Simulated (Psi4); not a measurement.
# NSF3 (thiazyl trifluoride): levels of theory compared

Wanted: a comparison of 3 runs (CAM-B3LYP/def2-SVPD, PBE0/def2-SVPD, wB97X/def2-SVPD) of NSF3 (thiazyl trifluoride). 

The results are computed with Psi4 1.11.

3 further runs of the same task are left out: 1 that didn't finish, 2 set aside as unsound or not needed.

### 1 The structure to begin with

The species is NSF3 (5 atoms), meant as a singlet with charge 0. SMILES: `N#S(F)(F)F`. The S2–F5 distance was set to 3.421 Å, away from the relaxed value. At this shape a bond of the SMILES string is far longer than usual.

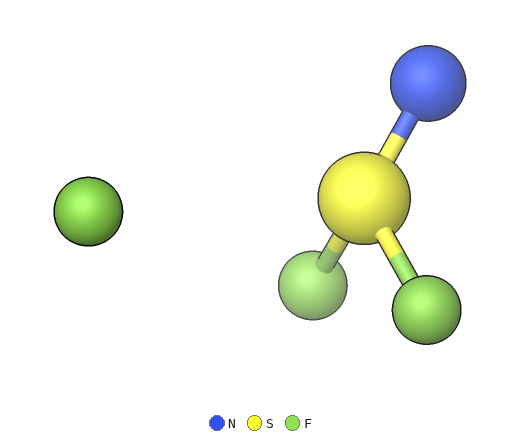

The structure, seen from a chosen angle (nitrogen blue, sulfur yellow, fluorine green).

### 2 Energy and forces at CAM-B3LYP/def2-SVPD (run 1)

f3ns.xyz

```xyz
5
F3NS
N     -0.985088    -1.518749     2.476545
S     -0.682798    -1.515159     1.100655
F      0.387912    -2.453899     0.476185
F     -1.744078    -1.832209     0.009425
F      0.482210     1.261610    -0.522150
```

f3ns.py

```python
import psi4

psi4.set_memory(1600000000)
psi4.set_num_threads(1)
psi4.core.set_output_file('psi4.out', False)

with open('f3ns.xyz') as f:
    atoms = ''.join(f.readlines()[2:])
geom = psi4.geometry('0 1\n' + atoms + 'symmetry c1\nno_reorient\nno_com')

options = {'reference': 'rks', 'puream': True, 'e_convergence': 1e-09, 'd_convergence': 1e-08, 'scf_type': 'pk', 'dft_radial_points': 99, 'dft_spherical_points': 590}
psi4.set_options(options)

e_tot, wfn = psi4.gradient("cam-b3lyp/def2-SVPD", molecule=geom, return_wfn=True)
psi4.oeprop(wfn, "MULLIKEN_CHARGES", "LOWDIN_CHARGES", "WIBERG_LOWDIN_INDICES")
print('gradient / Eh bohr^-1')
print(e_tot.np.round(6))
print(f'energy = {wfn.energy():.10f} Eh')
for k, v in sorted(psi4.core.scalar_variables().items()):
    print(f'{k:45s} {v:18.10f}')
```

Launch:

```sh
$ python f3ns.py
```

psi4.out:

```text
[...]
  Running in c1 symmetry.
[...]
  Nuclear repulsion =  236.845827014018766
[...]
  Multiplicity = 1
[...]
  Nalpha       = 25
  Nbeta        = 25
[...]
    Number of basis functions: 116
[...]
   @RKS iter   1:  -751.17061122625557    4.19371e-01   8.63651e-03 DIIS/ADIIS
[...]
   @RKS iter  22:  -751.67947068074523    1.81899e-12   1.73914e-09 DIIS
[...]
    Orbital Energies [Eh]
    ---------------------
    Doubly Occupied:
       1A    -89.274749     2A    -24.931285     3A    -24.931277
       4A    -24.700722     5A    -14.551632     6A     -8.342052
       7A     -6.311349     8A     -6.311075     9A     -6.306607
      10A     -1.480196    11A     -1.412056    12A     -1.155933
      13A     -1.102481    14A     -0.868224    15A     -0.768408
      16A     -0.724658    17A     -0.689726    18A     -0.648281
      19A     -0.625526    20A     -0.584975    21A     -0.532375
      22A     -0.497540    23A     -0.397109    24A     -0.397074
      25A     -0.372998
[...]
  @RKS Final Energy:  -751.67947068074523
   => Energetics <=
    Nuclear Repulsion Energy =            236.8458270140187665
    One-Electron Energy =               -1508.1333349069545875
    Two-Electron Energy =                 567.5580185325316052
    DFT Exchange-Correlation Energy =     -47.9499813203411023
    Empirical Dispersion Energy =           0.0000000000000000
    VV10 Nonlocal Energy =                  0.0000000000000000
    Total Energy =                       -751.6794706807452258
[...]
 Multipole Moments:
 ------------------------------------------------------------------------------------
     Multipole            Electronic (a.u.)      Nuclear  (a.u.)        Total (a.u.)
 ------------------------------------------------------------------------------------
 L = 1.  Multiply by 2.5417464519 to convert [e a0] to [Debye]
 Dipole X            :         47.7220918          -48.5394826           -0.8173908
 Dipole Y            :        115.1386263         -117.3411624           -2.2025361
 Dipole Z            :        -64.6175543           65.4174713            0.7999170
 Magnitude           :                                                    2.4817655
[...]
  -Total Gradient:
     Atom            X                  Y                   Z
    ------   -----------------  -----------------  -----------------
       1        0.014484417435    -0.000198984975    -0.066425823834
       2       -0.022251454649    -0.041002088112     0.047029607344
       3       -0.020461965719     0.015590121564     0.011242255986
       4        0.019338441737     0.003983741736     0.019956529969
       5        0.008902891083     0.021651534470    -0.011826351973
[...]
  Mulliken Charges: (a.u.)
   Center  Symbol    Alpha    Beta     Spin     Total
       1     N     3.57635  3.57635  0.00000 -0.15271
       2     S     7.35499  7.35499  0.00000  1.29001
       3     F     4.67253  4.67253  0.00000 -0.34505
       4     F     4.67253  4.67253  0.00000 -0.34505
       5     F     4.72360  4.72360  0.00000 -0.44720
   Total alpha = 25.00000, Total beta = 25.00000, Total charge =  0.00000
  Lowdin Charges: (a.u.)
   Center  Symbol    Alpha    Beta     Spin     Total
       1     N     3.59059  3.59059  0.00000 -0.18119
[...]
```

On the terminal:

```text
gradient / Eh bohr^-1
[[ 0.014484 -0.000199 -0.066426]
 [-0.022251 -0.041002  0.04703 ]
 [-0.020462  0.01559   0.011242]
 [ 0.019338  0.003984  0.019957]
 [ 0.008903  0.021652 -0.011826]]
energy = -751.6794706807 Eh
CURRENT ENERGY                                   -751.6794706807
CURRENT REFERENCE ENERGY                         -751.6794706807
DD SOLVATION ENERGY                                 0.0000000000
DFT FUNCTIONAL TOTAL ENERGY                      -751.6794706807
DFT TOTAL ENERGY                                 -751.6794706807
DFT VV10 ENERGY                                     0.0000000000
DFT XC ENERGY                                     -47.9499813203
GRID ELECTRONS ALPHA                               24.9999989807
GRID ELECTRONS BETA                                24.9999989807
GRID ELECTRONS TOTAL                               49.9999979615
NUCLEAR REPULSION ENERGY                          236.8458270140
ONE-ELECTRON ENERGY                             -1508.1333349070
PCM POLARIZATION ENERGY                             0.0000000000
PE ENERGY                                           0.0000000000
SCF ITERATION ENERGY                             -751.6794706807
SCF ITERATIONS                                     22.0000000000
SCF TOTAL ENERGY                                 -751.6794706807
TWO-ELECTRON ENERGY                               567.5580185325
XC GRID RADIAL POINTS                              99.0000000000
XC GRID SPHERICAL POINTS                          590.0000000000
XC GRID TOTAL POINTS                           284860.0000000000
```

Wall time 40 s (1 thread of AMD EPYC 9B14 (Zen 4), shared host); peak memory 0.85 GiB.

### 3 Energy and forces at PBE0/def2-SVPD (run 2)

job.json

```json
{
 "schema_name": "qcschema_input",
 "schema_version": 1,
 "molecule": {
  "schema_name": "qcschema_molecule",
  "schema_version": 2,
  "symbols": ["N", "S", "F", "F", "F"],
  "geometry": [-1.86154653, -2.87001966, 4.67999179, -1.29030122, -2.86323555, 2.07993651, 0.73304744, -4.63719705, 0.89985923, -3.29582976, -3.46237321, 0.01781067, 0.91124483, 2.38409738, -0.9867205],
  "molecular_charge": 0,
  "molecular_multiplicity": 1,
  "fix_symmetry": "c1"
 },
 "driver": "gradient",
 "model": {
  "method": "pbe0",
  "basis": "def2-SVPD"
 },
 "keywords": {
  "puream": true,
  "e_convergence": 1e-09,
  "d_convergence": 1e-08,
  "scf_type": "pk",
  "dft_radial_points": 99,
  "dft_spherical_points": 590,
  "scf_properties": ["MULLIKEN_CHARGES", "QUADRUPOLE", "MAYER_INDICES"]
 }
}
```

Launch:

```sh
$ psi4 --qcschema job.json -n 1 --memory 1600MB
```

stdout (excerpt; [...] marks lines left out):

```text
[...]
  Running in c1 symmetry.
[...]
  Nuclear repulsion =  236.845827002925745
[...]
  Multiplicity = 1
[...]
  Nalpha       = 25
  Nbeta        = 25
[...]
    Number of basis functions: 116
[...]
   @RKS iter   1:  -750.78714649926746    5.03419e-01   8.45736e-03 DIIS/ADIIS
[...]
   @RKS iter  20:  -751.29314792251591   -4.94538e-11   2.18834e-09 DIIS
[...]
  @RKS Final Energy:  -751.29314792251591
   => Energetics <=
    Nuclear Repulsion Energy =            236.8458270029257449
    One-Electron Energy =               -1508.5069070980771357
    Two-Electron Energy =                 568.2689944192294433
    DFT Exchange-Correlation Energy =     -47.9010622465939875
    Empirical Dispersion Energy =           0.0000000000000000
    VV10 Nonlocal Energy =                  0.0000000000000000
    Total Energy =                       -751.2931479225159137
[...]
 Multipole Moments:
 ------------------------------------------------------------------------------------
     Multipole            Electronic (a.u.)      Nuclear  (a.u.)        Total (a.u.)
 ------------------------------------------------------------------------------------
 L = 1.  Multiply by 2.5417464519 to convert [e a0] to [Debye]
 Dipole X            :         -0.1174687           -0.6142562           -0.7317249
 Dipole Y            :         -1.3537954           -0.6485826           -2.0023780
 Dipole Z            :         -1.2665483            1.9417754            0.6752271
 Magnitude           :                                                    2.2362627
 L = 2.  Multiply by 1.3450342976 to convert [e a0^2] to [Debye ang]
 Quadrupole XX       :       -139.1206193          113.8534184          -25.2672009
 Quadrupole XY       :        -77.2181884           74.2655217           -2.9526668
[...]
  Mulliken Charges: (a.u.)
   Center  Symbol    Alpha    Beta     Spin     Total
[...]
  -Total Gradient:
     Atom            X                  Y                   Z
    ------   -----------------  -----------------  -----------------
       1        0.016433248679     0.000520207469    -0.074369021522
       2       -0.023060981660    -0.041840457894     0.049610367779
       3       -0.021884494196     0.017909282335     0.012551828682
       4        0.021114740160     0.005370093048     0.021966416531
       5        0.007410357739     0.018069943305    -0.009779517837
[...]
```

The result, in JSON:

```text
{
 "driver": "gradient",
 "model": {
  "method": "pbe0",
  "basis": "def2-SVPD"
 },
 "success": true,
 "return_result": [0.016433248678672546, 0.0005202074689165835, -0.07436902152161207, -0.02306098166003598, -0.04184045789395918, 0.04961036777854727, -0.02188449419635853, 0.01790928233523653, 0.012551828681632168, 0.02111474015989985, 0.005370093047602595, 0.021966416530779687, 0.007410357738725077, 0.018069943305343887, -0.009779517836773072],
 "properties": {
  "calcinfo_nbasis": 116,
  "calcinfo_nmo": 116,
  "calcinfo_nalpha": 25,
  "calcinfo_nbeta": 25,
  "calcinfo_natom": 5,
  "nuclear_repulsion_energy": 236.84582700292574,
  "return_energy": -751.2931479225159,
  "return_gradient": [0.016433248678672546, 0.0005202074689165835, -0.07436902152161207, -0.02306098166003598, -0.04184045789395918, 0.04961036777854727, -0.02188449419635853, 0.01790928233523653, 0.012551828681632168, 0.02111474015989985, 0.005370093047602595, 0.021966416530779687, 0.007410357738725077, 0.018069943305343887, -0.009779517836773072],
  "scf_one_electron_energy": -1508.5069070980771,
  "scf_two_electron_energy": 568.2689944192294,
  "scf_xc_energy": -47.90106224659399,
  "scf_dipole_moment": [-0.7317248926315187, -2.0023780060530587, 0.6752271096346174],
  "scf_total_energy": -751.2931479225159,
  "scf_total_gradient": [0.016433248678672546, 0.0005202074689165835, -0.07436902152161207, -0.02306098166003598, -0.04184045789395918, 0.04961036777854727, -0.02188449419635853, 0.01790928233523653, 0.012551828681632168, 0.02111474015989985, 0.005370093047602595, 0.021966416530779687, 0.007410357738725077, 0.018069943305343887, -0.009779517836773072],
  "scf_iterations": 20
 }
}
```

Wall time 29 s (1 thread of AMD EPYC 9B14 (Zen 4), shared host); peak memory 0.68 GiB.

### 4 The energy at wB97X/def2-SVPD (run 3)

f3ns.py

```python
import psi4

psi4.set_memory('1600 MB')
psi4.set_num_threads(1)
psi4.core.set_output_file('f3ns.out', False)

mol = psi4.geometry("""
0 1
N     -1.86154653    -2.87001966     4.67999179
S     -1.29030122    -2.86323555     2.07993651
F      0.73304744    -4.63719705     0.89985923
F     -3.29582976    -3.46237321     0.01781067
F      0.91124483     2.38409738    -0.98672050
units au
symmetry c1
no_reorient
no_com
""")

psi4.set_options({
    'puream': True,
    'e_convergence': 1e-09,
    'd_convergence': 1e-08,
    'scf_type': 'pk',
    'dft_radial_points': 99,
    'dft_spherical_points': 590,
})

e, wfn = psi4.energy("wb97x/def2-SVPD", return_wfn=True)
psi4.oeprop(wfn, "QUADRUPOLE", "DIPOLE", "MULLIKEN_CHARGES")
print('E =', round(e, 9))
for k, v in sorted(psi4.core.scalar_variables().items()):
    print(f'{k:45s} {v:18.10f}')
```

Launch:

```sh
$ python f3ns.py
```

f3ns.out (excerpt; [...] marks lines left out):

```text
[...]
  Running in c1 symmetry.
[...]
  Nuclear repulsion =  236.845827002925745
[...]
  Multiplicity = 1
[...]
  Nalpha       = 25
  Nbeta        = 25
[...]
    Number of basis functions: 116
[...]
   @RKS iter   1:  -751.17861588094036    3.16895e-01   8.38339e-03 DIIS/ADIIS
[...]
   @RKS iter  17:  -751.66168855358933   -5.57066e-12   9.10255e-09 DIIS
[...]
  @RKS Final Energy:  -751.66168855358933
   => Energetics <=
    Nuclear Repulsion Energy =            236.8458270029257449
    One-Electron Energy =               -1508.0739198815981581
    Two-Electron Energy =                 566.7500178221944225
    DFT Exchange-Correlation Energy =     -47.1836134971112955
    Empirical Dispersion Energy =           0.0000000000000000
    VV10 Nonlocal Energy =                  0.0000000000000000
    Total Energy =                       -751.6616885535893289
[...]
 Multipole Moments:
 ------------------------------------------------------------------------------------
     Multipole            Electronic (a.u.)      Nuclear  (a.u.)        Total (a.u.)
 ------------------------------------------------------------------------------------
 L = 1.  Multiply by 2.5417464519 to convert [e a0] to [Debye]
 Dipole X            :         47.6701764          -48.5394826           -0.8693063
 Dipole Y            :        115.0025531         -117.3411623           -2.3386093
 Dipole Z            :        -64.5616667           65.4174713            0.8558046
 Magnitude           :                                                    2.6376482
 L = 2.  Multiply by 1.3450342976 to convert [e a0^2] to [Debye ang]
 Quadrupole XX       :       -184.7234954          160.9674997          -23.7559958
 Quadrupole XY       :       -187.3775849          188.1711400            0.7935551
[...]
  Mulliken Charges: (a.u.)
   Center  Symbol    Alpha    Beta     Spin     Total
       1     N     3.58545  3.58545  0.00000 -0.17090
       2     S     7.34270  7.34270  0.00000  1.31459
       3     F     4.66842  4.66842  0.00000 -0.33684
       4     F     4.66842  4.66842  0.00000 -0.33684
       5     F     4.73500  4.73500  0.00000 -0.47001
   Total alpha = 25.00000, Total beta = 25.00000, Total charge = -0.00000
```

The script printed:

```text
E = -751.661688554
CURRENT ENERGY                                   -751.6616885536
CURRENT REFERENCE ENERGY                         -751.6616885536
DD SOLVATION ENERGY                                 0.0000000000
DFT FUNCTIONAL TOTAL ENERGY                      -751.6616885536
DFT TOTAL ENERGY                                 -751.6616885536
DFT VV10 ENERGY                                     0.0000000000
DFT XC ENERGY                                     -47.1836134971
GRID ELECTRONS ALPHA                               24.9999989754
GRID ELECTRONS BETA                                24.9999989754
GRID ELECTRONS TOTAL                               49.9999979508
NUCLEAR REPULSION ENERGY                          236.8458270029
ONE-ELECTRON ENERGY                             -1508.0739198816
PCM POLARIZATION ENERGY                             0.0000000000
PE ENERGY                                           0.0000000000
SCF ITERATION ENERGY                             -751.6616885536
SCF ITERATIONS                                     17.0000000000
SCF TOTAL ENERGY                                 -751.6616885536
TWO-ELECTRON ENERGY                               566.7500178222
XC GRID RADIAL POINTS                              99.0000000000
XC GRID SPHERICAL POINTS                          590.0000000000
XC GRID TOTAL POINTS                           284861.0000000000
```

It took 25 s on 1 thread of AMD EPYC 9B14 (Zen 4), shared host; peak memory 0.84 GiB.

### 5 All runs side by side

```tsv
run	level	task	energy (Eh)	dipole moment (D)	HOMO energy (eV)	LUMO energy (eV)	wall time
1	CAM-B3LYP/def2-SVPD	gradient	-751.679471	6.31	-10.15	-6.85	40 s
2	PBE0/def2-SVPD	gradient	-751.293148	5.68	-9.18	-7.58	29 s
3	wB97X/def2-SVPD	energy	-751.661689	6.70	-10.79	-5.99	25 s
```

### 6 Results

| quantity | value |
| --- | --- |
| run 3: total energy | -751.66169 Eh |
| run 3: dipole moment | 6.70 D |
| run 3: HOMO energy | -10.79 eV |
| run 3: LUMO energy | -5.99 eV |
| run 3: HOMO–LUMO gap | 4.80 eV |

In words: The dipole moment (its size) runs from 5.68 D (PBE0/def2-SVPD) to 6.70 D (wB97X/def2-SVPD). The HOMO–LUMO gap runs from 1.60 eV (PBE0/def2-SVPD) to 4.80 eV (wB97X/def2-SVPD). Totals of different functionals can't be ranked against each other. In runs 1, 2, 3 a closed-shell determinant meets a far-stretched bond, which it describes badly. All runs together took 94 s, the longest 40 s.
